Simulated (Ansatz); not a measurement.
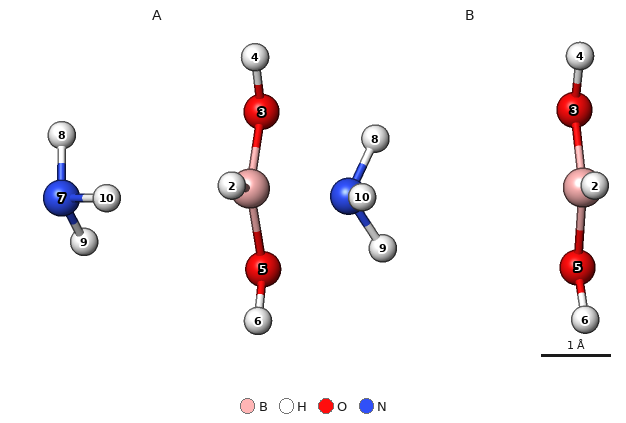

Two geometries of BNH₆O₂, drawn at one scale. One is the start of a relaxation, the other its converged end. A ball-and-stick model, seen face on.

Computed with RHF/def2-SVP in Ansatz 0.2.0. Settings: no spin polarisation; force threshold 0.03 eV/Å; at most 50 steps.

Which geometry has the lower energy?

Structure B is the relaxed one. The run prepares an end point of a later path (reaction) calculation, from a guessed geometry. Over 10 accepted moves (11 points after the start) the energy falls by 0.256 eV. The largest force component goes from 1.3 to 0.0064 eV/Å. The line search rejected the trial step at point 10 of the run. The forces were under the threshold at step 9, but the run went on from there. The atom that moves furthest after the best rigid fit is an H atom (0.85 Å). Largest moves by element: H 0.85 Å, N 0.41 Å, B 0.29 Å, O 0.04 Å. Some distances before and after: H–N 1.025 → 1.005 Å, B–H 1.196 → 1.207 Å. Cost: 6.6 s on 1 thread of AMD EPYC 9R45 96-Core Processor (Zen 5), on a shared host, peak memory 0.16 GiB.

Limits of the set-up: Hartree-Fock leaves out electron correlation.
